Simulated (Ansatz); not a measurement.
## Electronic structure of Cl$_{2}$GaH$_{2}$P···H$_{2}$ in real space

Input

```
crystal:
  periodic: [false, false, false]
  atoms:
    - { symbol: Ga, position_ang: [0.0, 0.0, 0.0] }
    - { symbol: H, position_ang: [0.0, 0.0, 1.92] }
    - { symbol: Cl, position_ang: [1.9398, 0.0, -1.12] }
    - { symbol: Cl, position_ang: [-1.9398, 0.0, -1.12] }
    - { symbol: P, position_ang: [0.1083, -2.4555, 0.8167] }
    - { symbol: H, position_ang: [-0.6601, -3.2775, -0.0496] }
    - { symbol: H, position_ang: [1.4579, -2.897, 0.8134] }
    - { symbol: H, position_ang: [0.0432, -0.9792, 1.9729] }
basis:
  gaussian: { orbitals: def2-SVP }
hamiltonian:
  xc: b3lyp
  dispersion: d4
relax:
  f_tol: 0.15
  max_steps: 25
  restrain:
    - { distance: [0, 4], at: 2.29, k: 30.0 }
    - { distance: [7, 1], at: 0.66, k: 30.0 }
    - { distance: [0, 1], at: 2.77, k: 30.0 }
    - { distance: [7, 4], at: 2.62, k: 30.0 }
output:
  orbitals: {}
```

Command:

```sh
ansatz run input.yaml --threads 2 --pin off --max-ram 3072MiB --backend cpu --events-out ev --progress --plain --runs-dir out
```

The fields are those of the run's last geometry, not of the input's.

Not at a stationary point (largest force 1.7 eV/Å).

These are results of RKS B3LYP-D4/def2-SVP in Ansatz 0.2.0, not measurements.

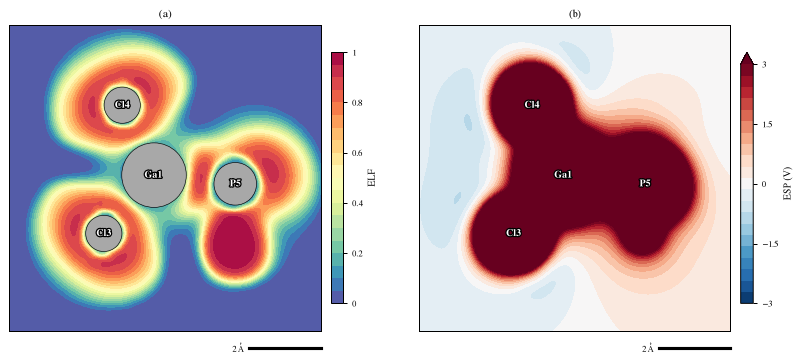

Figure 1. (a) electron localisation function; (b) molecular electrostatic potential on the plane of atoms Cl3, Ga1 and P5. Grey discs cover the atomic cores in the ELF map.

Question: Interpret the plot.

Answer:
- Atoms in the plane: Ga, Cl and P.
- Ga–Cl (2.16 Å): the ELF peaks at about 0.85 in the valence shell of Cl, 0.8 Å from its nucleus, and is about 0.55 at the midpoint.
- Ga–P (2.30 Å): the ELF peaks at about 0.90 in the valence shell of P, 1.0 Å from its nucleus, and is about 0.80 at the midpoint.
- The ELF also peaks beside Cl3, P5 and Cl4, away from the bonds: lone-pair regions.
- Outside the dense part of the complex the potential is most negative (−0.7 V) near Cl4.

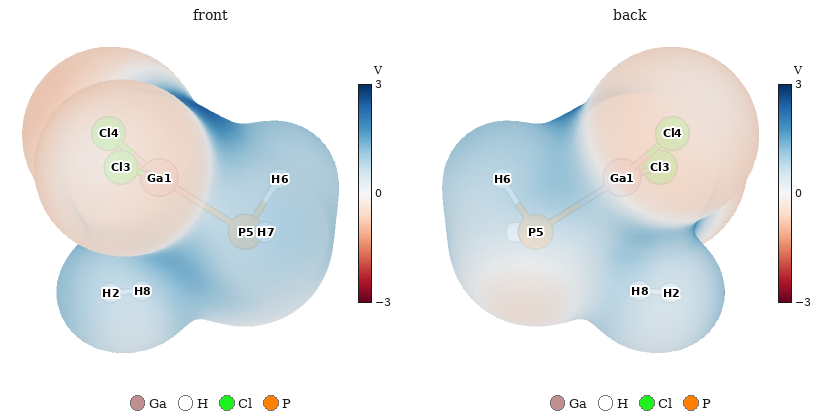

Figure 2. The molecular electrostatic potential painted on the density surface at 0.002 e/bohr³, seen from the front and from behind; the colour scale runs from red (negative) to blue (positive).

Question: Where is the surface potential most negative and most positive?

Answer: The most negative region (about −0.7 V) lies over Cl3 and Cl4, the most positive (about +2.3 V) over Ga1.

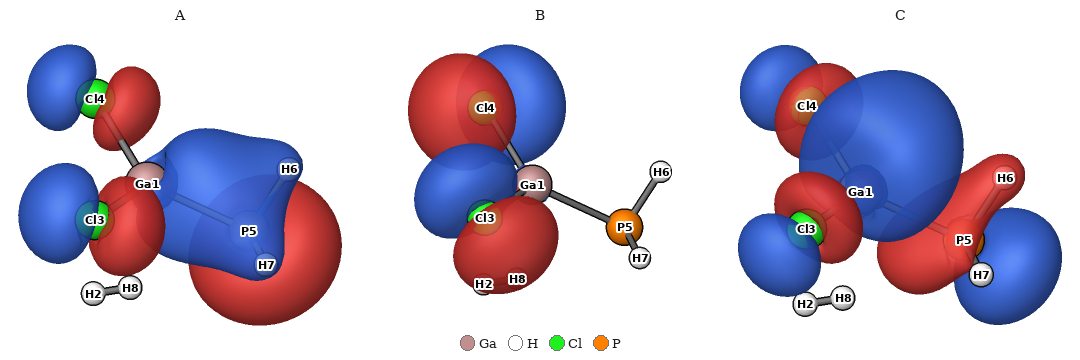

Figure 3. Three frontier orbitals at ±0.08 Å⁻³ᐟ² (blue and red are the two phases), in no order.

Question: Which picture is the HOMO−1, the HOMO and the LUMO?

Answer: B is the HOMO−1 (−8.46 eV). Its weight (Hirshfeld) is mainly on Cl4 (about 55 %) and Cl3 (about 40 %). A is the HOMO (−7.79 eV). It lies mainly on P5 (about 55 %), Cl3 (about 15 %), Ga1 (about 10 %) and Cl4 (about 10 %). C is the LUMO (−1.55 eV). It lies mainly on Ga1 (about 45 %), P5 (about 25 %), Cl3 (about 15 %) and Cl4 (about 15 %).

Question: What is the HOMO–LUMO gap?

Answer: 6.24 eV between the orbital energies.

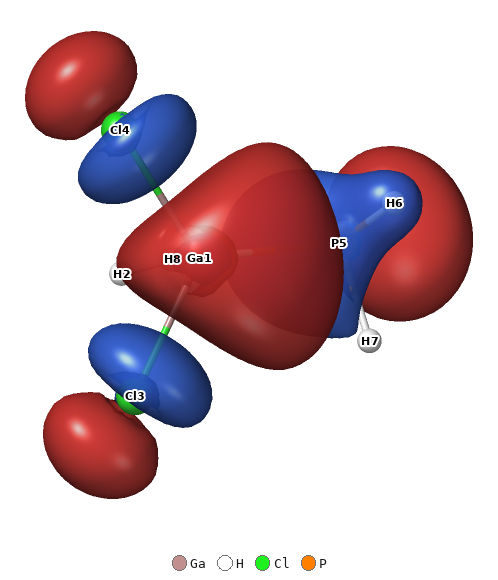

Figure 4. One frontier orbital at ±0.08 Å⁻³ᐟ² (red and blue are the two phases), seen from one side.

Question: Which orbital is it: HOMO or LUMO?

Answer: The LUMO, at −1.55 eV. It lies mainly on Ga1 (about 45 %), P5 (about 25 %), Cl3 (about 15 %) and Cl4 (about 15 %).
